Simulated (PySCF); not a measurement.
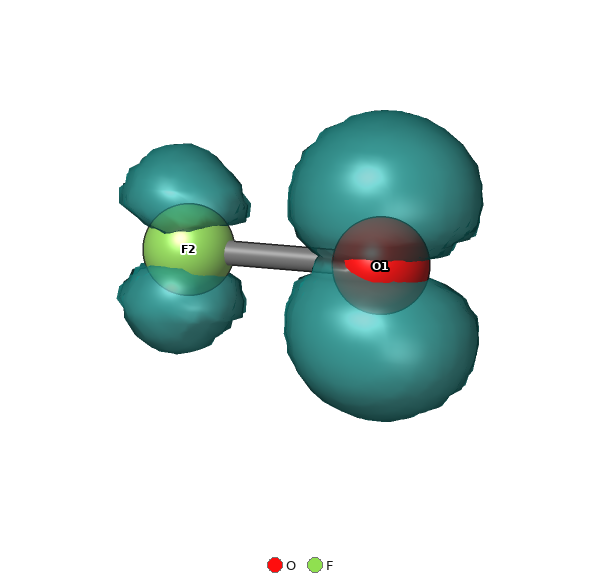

Figure 1: OF (doublet). Isosurfaces of the spin density at +0.1 (teal) and −0.1 e/Å³ (pink), seen from one side.

These are results of PySCF 2.14.0, PBE0/6-31G(d,p), non-relativistic, at a bond length of 1.341 Å, not measurements.

Question: Describe the spin distribution.

Answer: The unpaired spin (1 electron) lies mostly on O1 (about 0.8) and F2 (about 0.2), in electrons by Hirshfeld's partition. Only one sign reaches the isovalue.
